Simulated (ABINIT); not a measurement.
# Beyond one shot: KBr (Fm-3m)

How far does self-consistency move the gap of KBr (Fm-3m)?

Program: ABINIT 10.8.3. Level of theory: LDA and many-body steps on it, plane waves. Results are calculated unless marked as measured.

### 1. Starting point

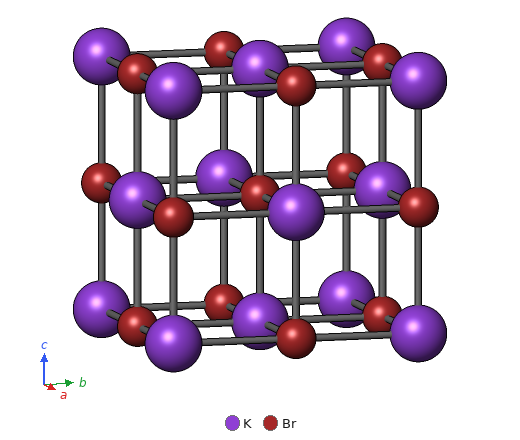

Start, viewed slightly off an axis; potassium purple, bromine red. This picture shows the conventional cell, with its axes. Some periodic images of atoms are drawn too.

The cell and positions come from the Crystallography Open Database and are kept as given unless a step says otherwise.

### 2. Empty states on the mesh, 4×4×4 mesh, 103 bands

This step: ABINIT 10.8.3; DFT, LDA, plane waves, norm-conserving pseudopotentials.

The sums over transitions need many empty states on a uniform mesh; this step solves for them.

Input file run.abi:

```
acell 3*1.0 Angstrom
rprim 
  0.000000000000 3.300000000000 3.300000000000
  3.300000000000 0.000000000000 3.300000000000
  3.300000000000 3.300000000000 0.000000000000
ntypat 2
znucl 19 35
natom 2
typat 1 2
xred 
  0.000000000000 0.000000000000 0.000000000000
  0.500000000000 0.500000000000 0.500000000000
pp_dirpath "pseudos"
pseudos "K.upf, Br.upf"
ecut 32
ngkpt 4 4 4
nshiftk 1
shiftk 0 0 0
kptopt 1
chksymbreak 0
iscf -2
irdden 1
istwfk *1
nband 103
nbdbuf 8
tolwfr 1e-09
nstep 60
prtvol 0
indata_prefix "in"
outdata_prefix "out"
tmpdata_prefix "tmp"
```

Started as:

```
> OMP_NUM_THREADS=1 mpirun -n 4 abinit run.abi > log
```

Numbers of over 12 decimals in the logs are rounded to 6 here.

The log of the run:

```text
.Version 10.8.3 of ABINIT. v10.8.2 released Aug 2026.

 Symmetries : space group Fm -3 m (#225); Bravais cF (face-center cubic)
[... echo of the input left out ...]
== DATASET  1 ==================================================================
-   mpi_nproc: 4, omp_nthreads: 1 (-1 if OMP is not activated)

--- !DatasetInfo
iteration_state: {dtset: 1, }
dimensions: {natom: 2, nkpt: 8, mband: 103, nsppol: 1, nspinor: 1, nspden: 1, mpw: 4279, }
cutoff_energies: {ecut:  32.0, pawecutdg:  -1.0, }
[...]
2.16083    2.16083    2.16083    2.17096    2.17096    2.17096    2.17650    2.17650
   2.18728    2.29459    2.29459    2.29459    2.30301    2.30301    2.30301    2.33268
   2.33268    2.33268    2.35419    2.35422    2.35440    2.37269    2.37280
 prteigrs : prtvol=0 or 1, do not print more k-points.

== END DATASET(S) ==============================================================
================================================================================

 -outvars: echo values of variables after computation  --------
            nband         103
             nkpt           8
          spgroup         225
 [... the other variables as echoed above ...]

 Calculation completed.
```

Wall time 31 s (4 MPI ranks of Arm Neoverse V1, shared host); peak memory 0.33 GiB; 2.1 min of CPU time.

Numbers from this step:

```
gap                                                           : 4.032 eV
k of the valence top                                          : 0, 0, 0
k of the conduction bottom                                    : 0, 0, 0
least direct gap                                              : 4.032 eV
k points computed                                             : 8
lowest point of the top converged band, above the valence top : 60.5981 eV
```

On this mesh the gap is 4.032 eV.

The density comes from a self-consistent run that is not shown.

### 3. Screening, 4×4×4 mesh, 95 bands, screening to 130.6 eV

The RPA dielectric matrix is built and inverted for each q.

This step: RPA screening on LDA, plane waves, norm-conserving pseudopotentials.

run.abi: that of step 2 with these lines changed.

```diff
@@ -20,10 +20,11 @@
 chksymbreak 0
-iscf -2
-irdden 1
 istwfk *1
-nband 103
-nbdbuf 8
-tolwfr 1e-09
-nstep 60
-prtvol 0
+occopt 1
+irdwfk 1
+optdriver 3
+nband 95
+ecuteps 4.8
+inclvkb 2
+awtr 1
+symchi 1
 indata_prefix "in"
```

The log of the run:

```text
.Version 10.8.3 of ABINIT. v10.8.2 released Aug 2026.

 Symmetries : space group Fm -3 m (#225); Bravais cF (face-center cubic)
[... echo of the input left out ...]
== DATASET  1 ==================================================================
-   mpi_nproc: 4, omp_nthreads: 1 (-1 if OMP is not activated)

--- !DatasetInfo
iteration_state: {dtset: 1, }
dimensions: {natom: 2, nkpt: 8, mband: 95, nsppol: 1, nspinor: 1, nspden: 1, mpw: 4279, }
cutoff_energies: {ecut:  32.0, pawecutdg:  -1.0, }
electrons: {nelect:   1.60000000E+01, charge:   0.00000000E+00, occopt:   1.00000000E+00, tsmear:   1.00000000E-02, }

 SCREENING: Calculation of the susceptibility and dielectric matrices

 Based on a program developped by R.W. Godby, V. Olevano, G. Onida, and L. Reining.
 Incorporated in ABINIT by V. Olevano, G.-M. Rignanese, and M. Torrent.
.Using double precision arithmetic ; gwpc =  8

[... cell and pseudopotentials left out ...]
--------------------------------------------------------------------------------

 ==== K-mesh for the wavefunctions ====
 Number of points in the irreducible wedge :     8
[... list of points left out ...]
 Together with 48 symmetry operations and time-reversal symmetry
 yields    64 points in the full Brillouin Zone.

 ==== Q-mesh for the screening function ====
 Number of points in the irreducible wedge :     8
[... list of points left out ...]
 Together with 48 symmetry operations and time-reversal symmetry
 yields    64 points in the full Brillouin Zone.

 setmesh: FFT mesh size selected  =    32x   32x   32
          total number of points  =        32768

 vcoul_init : cutoff-mode = AUXILIARY_FUNCTION
 q-points for optical limit:   1
     1)      0.000010    0.000020    0.000030

- screening: taking advantage of time-reversal symmetry
- Maximum band index for partially occupied states nbvw = 8
- Remaining bands to be divided among processors   nbcw = 87
- Number of bands treated by each node ~21

 Number of electrons calculated from density =   16.0000; Expected =   16.0000
 average of density, n =  0.032988
 r_s =    1.9343
 omega_plasma =   17.5199 [eV]

 calculating chi0 at frequencies [eV] :
  1    0.000000E+00    0.000000E+00
  2    0.000000E+00    1.751989E+01

--------------------------------------------------------------------------------
  q-point number  1        q = ( 0.000000, 0.000000, 0.000000) [r.l.u.]
--------------------------------------------------------------------------------
[... chi0 elements left out ...]
 For q-point:  0.000010 0.000020 0.000030
  dielectric constant =   2.4994
  dielectric constant without local fields =   2.9940

  Average fulfillment of the sum rule on Im[epsilon] for q-point    1 :     72.84  [%]
[... wings left out ...]
  q-point number  2        q = ( 0.250000, 0.000000, 0.000000) [r.l.u.]
--------------------------------------------------------------------------------
[... chi0 elements left out ...]
  Average fulfillment of the sum rule on Im[epsilon] for q-point    2 :     82.22  [%]

 [... 6 further q-points ...]
```

The job ended after 22 s (4 MPI ranks; peak memory 0.93 GiB; 88 s of CPU time).

Numbers from this step:

| Property | Result |
| --- | --- |
| ε∞ with local fields, on this mesh, along the program's q direction | 2.499 |
| the same without local fields | 2.994 |
| plasma frequency | 17.52 eV |
| plane waves in the screening matrix | 259 |

Local fields lower ε∞ by 17 %.

### 4. G0W0

The self-energy is evaluated for the states that the input lists, and the levels follow from it, in one-shot runs by the linearised quasiparticle equation.

This step: G0W0 on LDA, plane waves, norm-conserving pseudopotentials.

run.abi: that of step 3 with these lines changed.

```diff
@@ -23,8 +23,15 @@
 irdwfk 1
-optdriver 3
+optdriver 4
 nband 95
+gwcalctyp 0
+ecutsigx 32
+symsigma 1
+nkptgw 1
+kptgw 
+  0.0000000000 0.0000000000 0.0000000000
+bdgw 
+  6 12
 ecuteps 4.8
-inclvkb 2
-awtr 1
-symchi 1
+irdscr 1
+ppmodel 1
 indata_prefix "in"
```

The log of the run:

```text
.Version 10.8.3 of ABINIT. v10.8.2 released Aug 2026.

 Symmetries : space group Fm -3 m (#225); Bravais cF (face-center cubic)
[... echo of the input left out ...]
== DATASET  1 ==================================================================
-   mpi_nproc: 4, omp_nthreads: 1 (-1 if OMP is not activated)

--- !DatasetInfo
iteration_state: {dtset: 1, }
dimensions: {natom: 2, nkpt: 8, mband: 95, nsppol: 1, nspinor: 1, nspden: 1, mpw: 4279, }
cutoff_energies: {ecut:  32.0, pawecutdg:  -1.0, }
electrons: {nelect:   1.60000000E+01, charge:   0.00000000E+00, occopt:   1.00000000E+00, tsmear:   1.00000000E-02, }

 SIGMA: Calculation of the GW corrections

 Based on a program developped by R.W. Godby, V. Olevano, G. Onida, and L. Reining.
 Incorporated in ABINIT by V. Olevano, G.-M. Rignanese, and M. Torrent.
.Using double precision arithmetic ; gwpc =  8

[... cell and pseudopotentials left out ...]
--------------------------------------------------------------------------------

 ==== K-mesh for the wavefunctions ====
 Number of points in the irreducible wedge :     8
[... list of points left out ...]
 Together with 48 symmetry operations and time-reversal symmetry
 yields    64 points in the full Brillouin Zone.

 ==== Q-mesh for screening function ====
 Number of points in the irreducible wedge :     8
[... list of points left out ...]
 Together with 48 symmetry operations and time-reversal symmetry
 yields    64 points in the full Brillouin Zone.

 vcoul_init : cutoff-mode = AUXILIARY_FUNCTION
 q-points for optical limit:   1
     1)      0.000010    0.000020    0.000030
 setmesh: FFT mesh size selected  =    45x   45x   45
          total number of points  =        91125

 Number of electrons calculated from density =   16.0000; Expected =   16.0000
 average of density, n =  0.032988
 r_s =    1.9343
 omega_plasma =   17.5199 [eV]

 === KS Band Gaps ===
  >>>> For spin  1
   Minimum direct gap =   4.0319 [eV], located at k-point      :   0.0000  0.0000  0.0000
   Fundamental gap    =   4.0319 [eV], Top of valence bands at :   0.0000  0.0000  0.0000
                                       Bottom of conduction at :   0.0000  0.0000  0.0000
 SIGMA fundamental parameters:
 PLASMON POLE MODEL  1
 number of plane-waves for SigmaX                 4279
 number of plane-waves for SigmaC and W            259
 number of plane-waves for wavefunctions          4279
 number of bands                                    95
 number of independent spin polarizations            1
 number of spinorial components                      1
 number of k-points in IBZ                           8
 number of q-points in IBZ                           8
 number of symmetry operations                      48
 number of k-points in BZ                           64
 number of q-points in BZ                           64
 number of frequencies for dSigma/dE                 9
 frequency step for dSigma/dE [eV]                0.25
 number of omega for Sigma on real axis              0
 max omega for Sigma on real axis  [eV]           0.00
 zcut for avoiding poles [eV]                     0.10

 EPSILON^-1 parameters (SCR file):
 dimension of the eps^-1 matrix on file            259
 dimension of the eps^-1 matrix used               259
 number of plane-waves for wavefunctions          4279
 number of bands                                    95
 number of q-points in IBZ                           8
 number of frequencies                               2
 number of real frequencies                          1
 number of imag frequencies                          1

 matrix elements of self-energy operator (all in [eV])

 Perturbative Calculation

--- !SelfEnergy_ee
iteration_state: {dtset: 1, }
kpoint     : [   0.000,    0.000,    0.000, ]
spin       : 1
KS_gap     :    4.032
QP_gap     :    6.782
Delta_QP_KS:    2.751
data: !SigmaeeData |
     Band     E0 <VxcDFT>   SigX SigC(E0)      Z dSigC/dE  Sig(E)    E-E0       E
        6  -0.201 -12.640 -16.505   1.841   0.810  -0.235 -14.279  -1.639  -1.840
        7  -0.201 -12.640 -16.505   1.841   0.810  -0.235 -14.279  -1.639  -1.840
        8  -0.201 -12.640 -16.505   1.841   0.810  -0.235 -14.279  -1.639  -1.840
        9   3.831  -7.272  -3.194  -2.786   0.861  -0.162  -6.160   1.112   4.942
       10   7.158  -8.721  -3.699  -2.974   0.855  -0.170  -6.970   1.751   8.909
       11   7.158  -8.721  -3.699  -2.974   0.855  -0.170  -6.970   1.751   8.909
       12   7.158  -8.721  -3.699  -2.974   0.855  -0.170  -6.970   1.751   8.909

== END DATASET(S) ==============================================================
================================================================================

 -outvars: echo values of variables after computation  --------
           etotal      0.0000000000E+00
            nband          95
             nkpt           8
          spgroup         225
 [... the other variables as echoed above ...]

 Calculation completed.
```

It took 7.3 s on 4 MPI ranks; peak memory 0.88 GiB.

Numbers from this step:

```
G0W0 gap on the points computed              : 6.782 eV
starting gap on the mesh                     : 4.032 eV
k of the valence top                         : 0, 0, 0
k of the conduction bottom                   : 0, 0, 0
Z at the valence top                         : 0.81
Z at the conduction bottom                   : 0.861
least direct G0W0 gap on the computed points : 6.782 eV
```

The gap on the mesh goes from 4.03 eV to 6.78 eV, a correction of +2.75 eV.

### 5. evGW0, cycle 1

This step: evGW0 on LDA, plane waves, norm-conserving pseudopotentials.

run.abi: that of step 4 with these lines changed.

```diff
@@ -25,10 +25,24 @@
 nband 95
-gwcalctyp 0
+gwcalctyp 10
 ecutsigx 32
 symsigma 1
-nkptgw 1
+nkptgw 8
 kptgw 
   0.0000000000 0.0000000000 0.0000000000
+  0.2500000000 0.0000000000 0.0000000000
+  0.5000000000 0.0000000000 0.0000000000
+  0.2500000000 0.2500000000 0.0000000000
+  0.5000000000 0.2500000000 0.0000000000
+  -0.2500000000 0.2500000000 0.0000000000
+  0.5000000000 0.5000000000 0.0000000000
+  -0.2500000000 0.5000000000 0.2500000000
 bdgw 
-  6 12
+  1 15
+  1 15
+  1 15
+  1 15
+  1 15
+  1 15
+  1 15
+  1 15
 ecuteps 4.8
```

The log of the run:

```text
.Version 10.8.3 of ABINIT. v10.8.2 released Aug 2026.

 Symmetries : space group Fm -3 m (#225); Bravais cF (face-center cubic)
[... echo of the input left out ...]
== DATASET  1 ==================================================================
-   mpi_nproc: 4, omp_nthreads: 1 (-1 if OMP is not activated)

--- !DatasetInfo
iteration_state: {dtset: 1, }
dimensions: {natom: 2, nkpt: 8, mband: 95, nsppol: 1, nspinor: 1, nspden: 1, mpw: 4279, }
cutoff_energies: {ecut:  32.0, pawecutdg:  -1.0, }
electrons: {nelect:   1.60000000E+01, charge:   0.00000000E+00, occopt:   1.00000000E+00, tsmear:   1.00000000E-02, }

 SIGMA: Calculation of the GW corrections

 Based on a program developped by R.W. Godby, V. Olevano, G. Onida, and L. Reining.
 Incorporated in ABINIT by V. Olevano, G.-M. Rignanese, and M. Torrent.
.Using double precision arithmetic ; gwpc =  8

[... cell and pseudopotentials left out ...]
--------------------------------------------------------------------------------

 ==== K-mesh for the wavefunctions ====
 Number of points in the irreducible wedge :     8
[... list of points left out ...]
 Together with 48 symmetry operations and time-reversal symmetry
 yields    64 points in the full Brillouin Zone.

 ==== Q-mesh for screening function ====
 Number of points in the irreducible wedge :     8
[... list of points left out ...]
 Together with 48 symmetry operations and time-reversal symmetry
 yields    64 points in the full Brillouin Zone.

 vcoul_init : cutoff-mode = AUXILIARY_FUNCTION
 q-points for optical limit:   1
     1)      0.000010    0.000020    0.000030
 setmesh: FFT mesh size selected  =    45x   45x   45
          total number of points  =        91125

 Number of electrons calculated from density =   16.0000; Expected =   16.0000
[...]
QP_gap     :    8.905
Delta_QP_KS:    3.040
data: !SigmaeeData |
     Band     E_DFT   <VxcDFT>   E(N-1)  <Hhartree>   SigX  SigC[E(N-1)]    Z     dSigC/dE  Sig[E(N)]  DeltaE  E(N)_pert E(N)_diago
[...]
--- !SelfEnergy_ee
iteration_state: {dtset: 1, }
kpoint     : [  -0.250,    0.500,    0.250, ]
spin       : 1
KS_gap     :    7.666
QP_gap     :   10.774
Delta_QP_KS:    3.108
data: !SigmaeeData |
     Band     E_DFT   <VxcDFT>   E(N-1)  <Hhartree>   SigX  SigC[E(N-1)]    Z     dSigC/dE  Sig[E(N)]  DeltaE  E(N)_pert E(N)_diago
[...]
14    10.375   -12.507    10.375    22.882    -5.622    -3.418     0.834    -0.200    -9.618     2.890    13.265    13.842
       15    10.585   -12.887    10.585    23.472    -6.124    -3.491     0.835    -0.198   -10.156     2.731    13.316    13.856

 New Fermi energy :        5.324650E-02 Ha ,    1.448911E+00 eV
 New Exchange energy :    -6.465422E+00 Ha ,   -1.759331E+02 eV

 === QP Band Gaps ===
  >>>> For spin  1
   Minimum direct gap =   7.3473 [eV], located at k-point      :   0.0000  0.0000  0.0000
   Fundamental gap    =   7.3473 [eV], Top of valence bands at :   0.0000  0.0000  0.0000
                                       Bottom of conduction at :   0.0000  0.0000  0.0000

 writing QP data on file : out_QPS

 Convergence of QP corrections
 >>>>> For spin  1 <<<<<
.  kptgw no:  1; Maximum DeltaE = (  -3.183  -0.001) for band index:  4
.  kptgw no:  2; Maximum DeltaE = (  -3.171  -0.005) for band index:  3
.  kptgw no:  3; Maximum DeltaE = (  -3.186  -0.011) for band index:  3
[...]
.  kptgw no:  7; Maximum DeltaE = (  -3.197  -0.001) for band index:  5
.  kptgw no:  8; Maximum DeltaE = (  -3.186  -0.014) for band index:  4

== END DATASET(S) ==============================================================
================================================================================

 -outvars: echo values of variables after computation  --------
           etotal      0.0000000000E+00
            nband          95
             nkpt           8
          spgroup         225
 [... the other variables as echoed above ...]

 Calculation completed.
```

Elapsed: 3.2 min, on 4 MPI ranks; peak memory 1.5 GiB; 13 min of CPU time.

This step gave:

| Property | Result |
| --- | --- |
| quasiparticle gap on the mesh | 7.348 eV |
| gap of the density functional on the mesh | 4.032 eV |
| k of the valence top | 0, 0, 0 |
| k of the conduction bottom | 0, 0, 0 |
| Z at the valence top | 0.81 |
| Z at the conduction bottom | 0.861 |
| least direct quasiparticle gap on the computed points | 7.348 eV |

Against G0W0 in ABINIT (4×4×4 mesh, 95 bands, screening to 130.6 eV, Godby-Needs plasmon pole), the gap moves by +0.566 eV. This first cycle still uses the starting levels; it takes the full correction, at all points of the mesh, and its linearised value is 6.782 eV.

### 6. evGW0, cycle 2

The corrected levels of the last cycle go back in.

run.abi: that of step 5 with these lines changed.

```diff
@@ -50,2 +50,3 @@
 ppmodel 1
+irdqps 1
 indata_prefix "in"
```

The log of the run:

```text
.Version 10.8.3 of ABINIT. v10.8.2 released Aug 2026.

 Symmetries : space group Fm -3 m (#225); Bravais cF (face-center cubic)
[... echo of the input left out ...]
== DATASET  1 ==================================================================
-   mpi_nproc: 4, omp_nthreads: 1 (-1 if OMP is not activated)

--- !DatasetInfo
iteration_state: {dtset: 1, }
dimensions: {natom: 2, nkpt: 8, mband: 95, nsppol: 1, nspinor: 1, nspden: 1, mpw: 4279, }
cutoff_energies: {ecut:  32.0, pawecutdg:  -1.0, }
[...]
.  kptgw no:  3; Maximum DeltaE = (  -2.756  -0.335) for band index:  1
[...]
.  kptgw no:  7; Maximum DeltaE = (  -2.873  -0.248) for band index:  1
.  kptgw no:  8; Maximum DeltaE = (  -2.746  -0.223) for band index:  1

== END DATASET(S) ==============================================================
================================================================================

 -outvars: echo values of variables after computation  --------
           etotal      0.0000000000E+00
            nband          95
             nkpt           8
          spgroup         225
 [... the other variables as echoed above ...]

 Calculation completed.
```

It took 3.2 min on 4 MPI ranks; peak memory 1.5 GiB; 13 min of CPU time.

This step gave:

| Item | Value |
| --- | --- |
| quasiparticle gap on the mesh | 7.183 eV |
| gap of the density functional on the mesh | 4.032 eV |
| k of the valence top | 0, 0, 0 |
| k of the conduction bottom | 0, 0, 0 |
| least direct quasiparticle gap on the computed points | 7.183 eV |

Against the cycle before, the gap moves by −0.165 eV.

(Part 1 of 3 ends here.)

[Paths, hosts, dates, memory and timing lines, banners, echoed tables and standing remarks are left out of the program output.]

[Logs are printed without paths, hosts, clocks, repeated set-up lines and the standing remarks that a program may print on its own settings, such as how far it seeks lower states.]

[Runs of the session that timed out or met a known fault of the program may be left out.]

[Hosts, paths, dates, database ids (printed as entryN), source tags and the programs' standing remarks are cut or masked in the printed files.]

[G0W0 gaps are taken among the corrected bands and points alone; a level outside them can change the order at an edge.]

[Where Ansatz stands beside ABINIT at settings called matched, ABINIT's density can come from a denser mesh and the files from another edition; pairs whose starting gaps differed by over 0.03 eV were left out, so agreement reads better than it is.]
